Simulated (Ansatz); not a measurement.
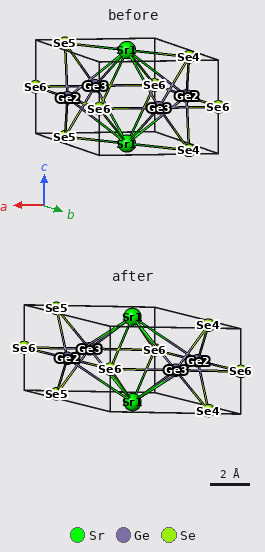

The structure of crystalline SrGe₂Se₃ (built on the CeAl2Cu3-65 type type) before (top) and after (bottom) a relaxation, at one scale.

A ball-and-stick model of the cell of the calculation, seen from a free direction.

Theory: DFT, PBEsol, plane waves, PAW (Ansatz 0.2.0).

The input:
```yaml
crystal:
  lattice:
    - [3.17122601, -5.30347205, 0.0]
    - [3.17122601, 5.30347205, 0.0]
    - [0.0, 0.0, 4.95862704]
  atoms:
    - { symbol: Sr, position: [0.5, 0.5, 0.0] }
    - { symbol: Ge, position: [0.0, 0.5, 0.5] }
    - { symbol: Ge, position: [0.5, 0.0, 0.5] }
    - { symbol: Se, position: [0.16106691, 0.83893309, 0.0] }
    - { symbol: Se, position: [0.83893309, 0.16106691, 0.0] }
    - { symbol: Se, position: [0.0, 0.0, 0.5] }
kpoints:
  mp_grid: { grid: [4, 4, 4] }
hamiltonian:
  xc: pbesol
scf:
  occupations: { method: fermi_dirac, width: 0.03 }
relax:
  f_tol: 0.01
  cell: {}
  max_steps: 120
```

Run as
```bash
ansatz run input.yaml --threads 2 --pin off --max-ram 2211MiB --backend cpu --events-out ev --progress --plain --runs-dir out
```

**What changed between the two?**

Over 14 accepted moves (17 points after the start) the energy falls by 1.340 eV per cell of the calculation. The largest force component goes from 0.62 to 0.00035 eV/Å. The pressure goes from −6.98 to 0.02 GPa. The line search rejected the trial step at point 6 of the run. The SCF was repeated twice at an unchanged geometry on a basis and grid sized afresh for the cell, which shifted the energy by 9.7 meV per cell of the calculation at most. The largest moves relative to the cell, 0.15 Å, are those of Se4 and Se5. Se4 goes along [−1 1 0]. Ge and Sr stay in place. The drawn cell changes as follows: a = b 6.179 → 6.777 Å (+9.7 %), c 4.959 → 4.530 Å (−8.6 %), γ 118.2° → 135.9°; the volume changes by −13.2 %. Among the contacts that change: Sr1–Se4 3.595 → 4.407 Å, Ge2–Ge3 3.171 → 2.544 Å, Sr1–Se6 4.025 → 3.406 Å, Sr1–Se4 (another image) 3.602 → 3.160 Å. Bond angles that change, for instance: Se4–Sr1–Se4 123.4° → 107.2°, Sr1–Se5–Sr1 123.4° → 107.2°, Se4–Sr1–Se5 56.6° → 72.8°. The space group stays Cmmm (No. 65). Cost: 2.5 min on 2 threads of Arm Neoverse N1 (shared host), peak memory 0.55 GiB.
